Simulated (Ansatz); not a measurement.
Process, species as SMILES: FB([B]F)F → 2 B atom + 3 F atom
B3LYP-D3(BJ)/def2-TZVP geometries, fixed; electronic energies without zero-point terms.
Largest species:
```xyz
5

B     -0.9299     0.3625    -0.5236
F     -2.1974     0.2522    -0.2924
B      0.5496    -0.0774     0.0956
F      1.1760    -1.1628    -0.3474
F      1.2327     0.7523     0.8776
```
Charge 0, spin multiplicity 2.

Basis-set convergence of the atomisation energy at PBE with Ansatz (an electronic-structure program). Cartesian d functions, on some or all atoms, in 6-31G**, 6-31+G*; all else is spherical. The program fits the integrals of some runs and decomposes those of others, by size. Species with rotatable bonds are taken in one conformer. Open shells are unrestricted. No added dispersion term, no relativity. Functions are those of the species that has most. Reference: the value in aug-cc-pVQZ, 553.15 kcal/mol, itself unsure by roughly 0.54 kcal/mol (its mean distance from def2-QZVPPD, pcseg-3, def2-QZVPP). Deviations are taken from unrounded values.

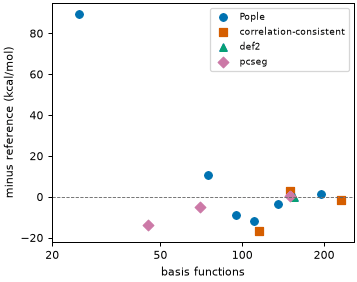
Figure: Deviation from the reference against the number of basis functions, by family of sets.

| basis | functions | atomisation energy (kcal/mol) | minus reference (kcal/mol) |
|---|---|---|---|
| STO-3G | 25 | 642.49 | 89.33 |
| pcseg-0 | 45 | 539.23 | -13.92 |
| pcseg-1 | 70 | 548.01 | -5.14 |
| 6-31G** | 75 | 563.70 | 10.55 |
| 6-31+G* | 95 | 544.13 | -9.02 |
| 6-311+G** | 110 | 541.26 | -11.89 |
| aug-cc-pVDZ | 115 | 536.52 | -16.63 |
| 6-311++G(2d,2p) | 135 | 549.54 | -3.61 |
| cc-pVTZ | 150 | 556.20 | 3.05 |
| pcseg-2 | 150 | 553.29 | 0.14 |
| def2-TZVPP | 155 | 553.10 | -0.05 |
| 6-311++G(3df,3pd) | 195 | 554.66 | 1.51 |
| aug-cc-pVTZ | 230 | 551.73 | -1.42 |
